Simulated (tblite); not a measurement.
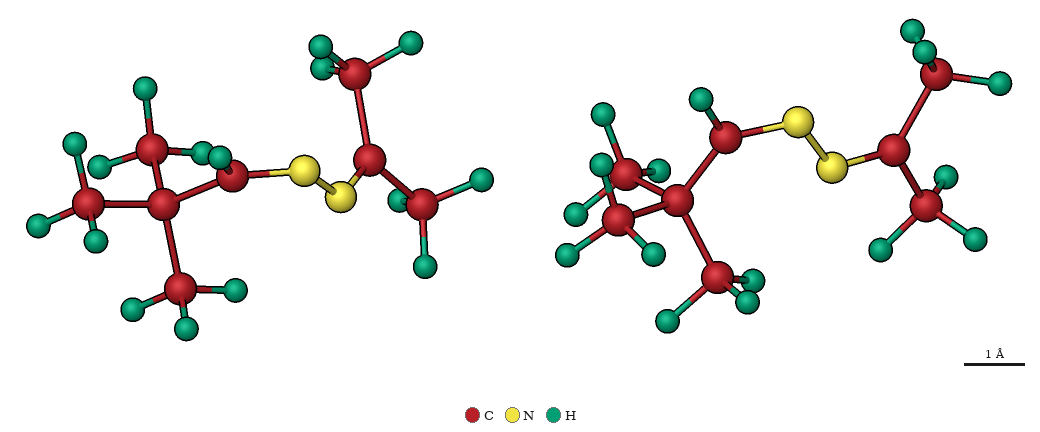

Two geometries of C8H16N2, drawn at one scale. One is the start of a relaxation, the other its converged end. A ball-and-stick model, seen at a tilt.

Theory: GFN2-xTB geometry optimisation, gas phase in tblite. 

Question: Which one is relaxed?

Answer: The left one is the relaxed one. After 124 geometry steps the energy has fallen by 1.208 eV. The largest move after the best rigid fit is that of an H atom, 1.58 Å. By element the largest moves are H 1.58 Å, C 1.14 Å, N 1.03 Å. Near-neighbour distances that change, for instance: N–N 1.364 → 1.292 Å, C–C 1.457 → 1.516 Å, C–H 1.138 → 1.088 Å, C–C 1.495 → 1.533 Å. Bond angles that change, for instance: N–N–C 117.9° → 130.4°, C–C–C 117.3° → 109.0°, C–C–H 117.4° → 110.4°. Groups turn about N–N by about 50°, C–C by about 25°, C–C by about 20°.
